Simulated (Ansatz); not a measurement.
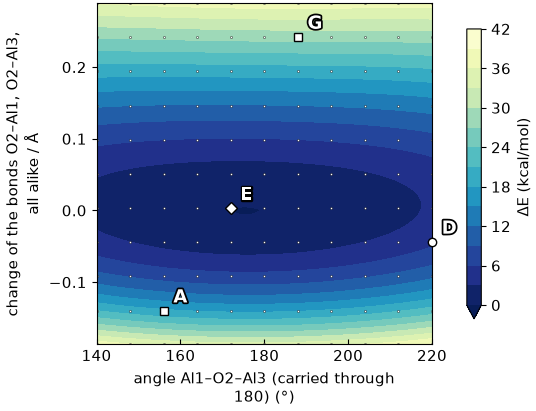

Al₂H₄OS, SMILES [AlH2][O][AlH][SH]. The first coordinate is: angle Al1–O2–Al3 (carried through 180); the second: change of the bonds O2–Al1, O2–Al3, all alike. Nothing is relaxed (all other coordinates rigid). The scan uses an 11 × 11 grid. Points are written as (first, second). All energies are given in kcal/mol relative to the lowest grid point. All numbers below come from RKS r2SCAN-D4/def2-SVP in Ansatz.

In the figure: filled contours, dots at the grid points, lettered points. Between grid points the surface is interpolated.

> Is G the lowest point of the computed grid?

No. G lies 28.1 kcal/mol above the lowest grid point, which is at (172°, 0.003 Å).

> What kind of point is each of A, E, G: minimum, saddle, maximum or slope?

A: on a slope; E: minimum; G: on a slope. (In these two coordinates alone; a stationary point may lie a little off the grid point.)
